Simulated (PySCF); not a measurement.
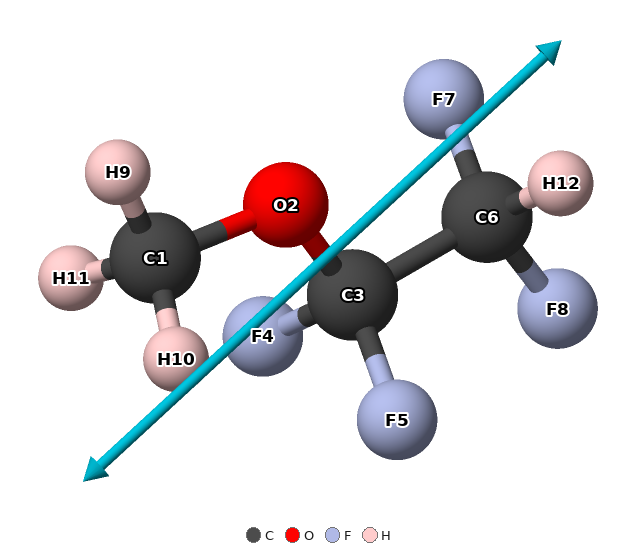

The double arrow shows the direction of the transition dipole to excited singlet state 9 (its length means nothing). Computed geometry: PBE0-D3(BJ)/def2-SVP optimisation. No frequency run is at hand to confirm it as a minimum. Method: TDDFT CAM-B3LYP/def2-SVPD, vertical, gas phase, core orbitals frozen in the response (PySCF 2.14.0).

### Give its energy, strength and character.

10.65 eV (116 nm), oscillator strength 0.051, of mixed character, with the largest part HOMO−2 → LUMO+1 (weight 0.34); transition dipole 1.12 D.
